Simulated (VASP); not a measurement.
Band structure of SiSnPd5 (space group P4/mmm). Method: PBEsol GGA, VASP's PBE PAW potentials (set 64) (plane waves; VASP 6.6.1).

Unless said otherwise, spin-orbit coupling is left out, though it shifts the bands of the heavy elements here.

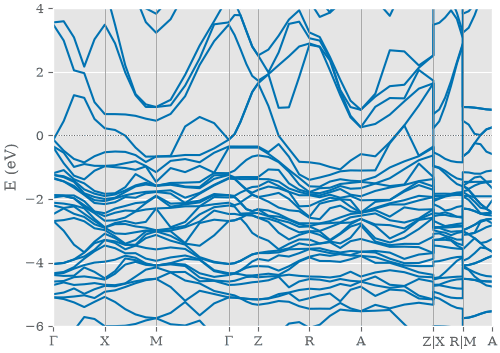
Bands along high-symmetry lines, zero at the valence-band maximum or, without a gap, the Fermi level

### Question
Read the plot: is there a gap, and where are the band edges?

### Answer
It has no gap at this level: it comes out as a metal or semimetal.

The structure comes from a computed database's SiSnPd5 entry (P4/mmm); how it stands against other phases isn't given here. The cell was not relaxed at this level.
